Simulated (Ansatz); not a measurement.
# One shape, several levels: NO2F (nitryl fluoride)

We compute a comparison of 6 runs (UHF/STO-3G, SVWN5/STO-3G, UB3LYP/STO-3G, wB97X/STO-3G, CCSDT/STO-3G, CCSD(T)/STO-3G) of NO2F (nitryl fluoride). 

The results are computed with Ansatz 0.2.0.

69 further runs of the same task are left out: 10 that didn't finish, 59 set aside as unsound or not needed.

## Step 1: Starting point

NO2F has 4 atoms, charge 0, and is taken as a singlet. As SMILES, `O=[N+]([O-])F`. The N2–O1 distance was set to 1.755 Å, away from the relaxed value.

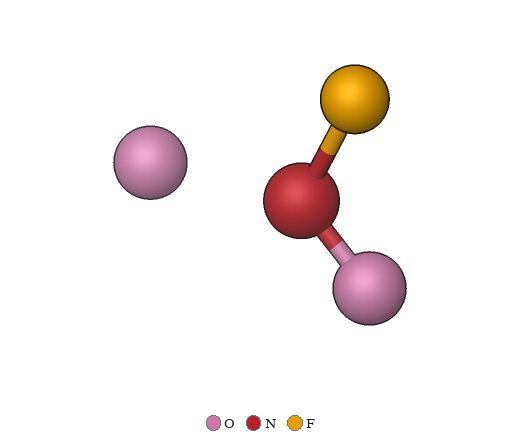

The structure, seen from a chosen angle (oxygen pink, nitrogen red, fluorine amber).

## Step 2: The energy at UHF/STO-3G (run 1)

job.yaml reads:

```yaml
crystal:
  periodic: [false, false, false]
  atoms:
    - {symbol: O, position_ang: [0.242574, 0.740791, 1.635797]}
    - {symbol: N, position_ang: [0.079720, -0.071800, 0.089140]}
    - {symbol: O, position_ang: [0.476580, -1.068680, -0.376880]}
    - {symbol: F, position_ang: [-0.744590, 0.670550, -0.832510]}
basis:
  gaussian:
    orbitals: STO-3G
magnetization:
  spin_polarized: true
  initial_magnetization: 0
hamiltonian:
  xc: hf
accuracy: high
```

The run is started by

```
$ ansatz run job.yaml --threads 1 --pin off --max-ram 3480MiB --events-out events.jsonl --progress --plain --runs-dir runs
```

Log:

```text
Warning: RAYON_NUM_THREADS=1 ignored (pool sized by the plan → 1); use --threads N
Functional definition: HF
  name "HF"
  exchange = exact_x
  correlation = 0
365 factors; integrals over basis functions are off by at most 3.2e-8 eV
mean field evaluation 1: about -8126.6218 eV, gradient 4.4e1 eV
mean field evaluation 2: about -8126.7583 eV, gradient 4.4e1 eV
mean field evaluation 4: about -8138.1430 eV, gradient 2.0e1 eV
mean field evaluation 8: about -8141.7704 eV, gradient 2.8e-1 eV
mean field evaluation 16: about -8141.9630 eV, gradient 1.2e0 eV
mean field evaluation 32: about -8142.5146 eV, gradient 1.8e-1 eV
mean field evaluation 64: about -8143.3044 eV, gradient 1.4e-6 eV
mean field evaluation 96: about -8133.1449 eV, gradient 2.0e1 eV
mean field evaluation 128: about -8141.8739 eV, gradient 2.4e-1 eV
mean field evaluation 160: about -8135.4690 eV, gradient 2.0e1 eV
mean field evaluation 192: about -8141.5199 eV, gradient 1.1e0 eV
mean field evaluation 224: about -8134.0585 eV, gradient 1.9e1 eV
mean field evaluation 256: about -8142.6767 eV, gradient 2.2e0 eV
mean field evaluation 288: about -8126.7558 eV, gradient 4.4e1 eV
mean field evaluation 320: about -8130.3832 eV, gradient 3.3e1 eV
mean field -8143.30438822 eV, -299.2609165372 hartree, gradient 2.0e-8 eV, S^2 1.683025; 9 other end points of the search recorded, 0 dependent functions left out
reference -8143.30438822 eV, -299.2609165372 hartree; 16, 16 occupied and 4, 4 virtual orbitals, 365 factors
Total energy: -8143.30438822 eV, -299.2609165372 hartree
```

Run time: 1.4 s. Hardware: 1 thread of Arm Neoverse V1, shared host.

## Step 3: The energy at SVWN5/STO-3G (run 2)

input.yaml reads:

```yaml
crystal:
  periodic: [false, false, false]
  atoms:
    - {symbol: O, position_ang: [0.242574, 0.740791, 1.635797]}
    - {symbol: N, position_ang: [0.079720, -0.071800, 0.089140]}
    - {symbol: O, position_ang: [0.476580, -1.068680, -0.376880]}
    - {symbol: F, position_ang: [-0.744590, 0.670550, -0.832510]}
basis:
  gaussian: {orbitals: STO-3G}
hamiltonian: {xc: {name: SVWN5}}
accuracy: high
```

The run is started by

```
$ ansatz run input.yaml --threads 1 --pin off --max-ram 3480MiB --events-out events.jsonl --progress --plain --runs-dir runs
```

Log:

```text
Warning: RAYON_NUM_THREADS=1 ignored (pool sized by the plan → 1); use --threads N
Functional definition: SVWN5
  name "SVWN5"
  exchange = slater_x
  correlation = vwn5_c
365 factors; integrals over basis functions are off by at most 3.2e-8 eV
mean field evaluation 1: about -8110.2744 eV, gradient 4.7e1 eV
mean field evaluation 2: about -7925.2101 eV, gradient 8.6e1 eV
mean field evaluation 4: about -8074.1252 eV, gradient 6.8e1 eV
mean field evaluation 8: about -8119.6150 eV, gradient 2.7e-1 eV
mean field evaluation 16: about -8108.6384 eV, gradient 2.8e1 eV
mean field -8119.61540222 eV, -298.3903623584 hartree, gradient 7.9e-8 eV, S^2 0.000000; 1 other end points of the search recorded, 0 dependent functions left out
reference -8119.61540296 eV, -298.3903623860 hartree; 16, 16 occupied and 4, 4 virtual orbitals, 365 factors
Total energy: -8119.61540296 eV, -298.3903623860 hartree
```

It took 0.76 s on 1 thread of Arm Neoverse V1, shared host.

Run 3 isn't shown in full; the table further down has it.

## Step 4: The energy at wB97X/STO-3G (run 4)

run.yaml reads:

```yaml
crystal:
  periodic: [false, false, false]
  atoms:
    - {symbol: O, position_ang: [0.242574, 0.740791, 1.635797]}
    - {symbol: "N", position_ang: [0.079720, -0.071800, 0.089140]}
    - {symbol: O, position_ang: [0.476580, -1.068680, -0.376880]}
    - {symbol: F, position_ang: [-0.744590, 0.670550, -0.832510]}
basis:
  gaussian: {orbitals: STO-3G}
accuracy: high
hamiltonian: {xc: {name: wB97X}}
```

The run is started by

```
$ ansatz run run.yaml --threads 1 --pin off --max-ram 3480MiB --events-out events.jsonl --progress --plain --runs-dir runs
```

Log (excerpt; [...] marks lines left out):

```text
Warning: RAYON_NUM_THREADS=1 ignored (pool sized by the plan → 1); use --threads N
Functional definition: wB97X
  name "wB97X"
[...]
      + exact_x_lr(omega)
[...]
      + integral(e_c_pw_opposite_spin*poly(b97_u_opposite, 1, cos1, cos2, cos3, cos4))
365 factors; integrals over basis functions are off by at most 3.2e-8 eV
143 factors; integrals over basis functions are off by at most 8.1e-10 eV
[...]
mean field -8176.51084351 eV, -300.4812312611 hartree, gradient 3.2e-8 eV, S^2 0.000000; 0 other end points of the search recorded, 0 dependent functions left out
reference -8176.51084291 eV, -300.4812312387 hartree; 16, 16 occupied and 4, 4 virtual orbitals, 365 factors
Total energy: -8176.51084291 eV, -300.4812312387 hartree
```

Wall time 4.8 s (1 thread of Arm Neoverse V1, shared host); peak memory 0.22 GiB.

Run 5 isn't shown in full; the table further down has it.

## Step 5: A single-point energy at CCSD(T)/STO-3G (run 6)

run.yaml reads:

```yaml
crystal:
  periodic: [false, false, false]
  atoms:
    - symbol: O
      position_ang: [0.242574, 0.740791, 1.635797]
    - symbol: "N"
      position_ang: [0.079720, -0.071800, 0.089140]
    - symbol: O
      position_ang: [0.476580, -1.068680, -0.376880]
    - symbol: F
      position_ang: [-0.744590, 0.670550, -0.832510]
basis:
  gaussian:
    orbitals: STO-3G
correlation:
  method: ccsd_t
  frozen_orbitals: {F: 1, "N": 1, O: 1}
accuracy: high
scf:
  omitted_lower_state_checks: [cluster_reference, increment]
```

The run is started by

```
$ ansatz run run.yaml --threads 1 --pin off --max-ram 3480MiB --events-out events.jsonl --progress --plain --runs-dir runs
```

Log:

```text
Warning: RAYON_NUM_THREADS=1 ignored (pool sized by the plan → 1); use --threads N
[... 12 lines left out ...]
4 core orbitals not correlated: weight in the atoms' cores, before any rotation towards them, 1.000 or more for the frozen orbitals, at most 0.000 for the correlated occupied ones
[... 44 lines left out ...]
Total energy: -8148.22412808 eV, -299.4417136421 hartree
Checks for a lower state left out: cluster_reference, increment
```

It took 0.28 s on 1 thread of Arm Neoverse V1, shared host.

## Step 6: All runs side by side

```csv
run,level,frozen core orbitals,energy (Eh),wall time
1,UHF/STO-3G,–,-299.260917,1.4 s
2,SVWN5/STO-3G,–,-298.390362,0.76 s
3,UB3LYP/STO-3G,–,-300.515131,7.5 s
4,wB97X/STO-3G,–,-300.481231,4.8 s
5,CCSDT/STO-3G,4,-299.453406,1 s
6,CCSD(T)/STO-3G,4,-299.441714,0.28 s
```

## Step 7: What came out

```
                                          quantity          value
                               run 6: total energy  -299.44171 Eh
run 6: correlation energy (4 core orbitals frozen)     -237.1 mEh
                             run 6: (T) correction     -14.56 mEh
                              run 6: T1 diagnostic          0.047
```

What this shows: Below the UHF energy at the same shape and in the same basis (STO-3G): CCSDT -192.5 mEh; CCSD(T) -180.8 mEh. Some of these start from another determinant than that one, so these aren't their correlation energies. Totals of different functionals can't be ranked against each other. In run 6 the T1 diagnostic is large, so a single reference may not serve. In runs 5, 6 the log says that unrestricted orbitals would lower the reference, so the values rest on an unstable closed-shell determinant (other closed-shell runs at this shape may share the fault). In runs 1, 2, 3, 4, 5, 6 the basis is minimal, so the values are rough. Spin contamination of the reference: run 1 ⟨S²⟩ = 1.68, run 3 ⟨S²⟩ = 0.49. Where it is this large, the reference is a mixture of spin states, and values that rest on it are in doubt. All runs together took 16 s, the longest 7.5 s.
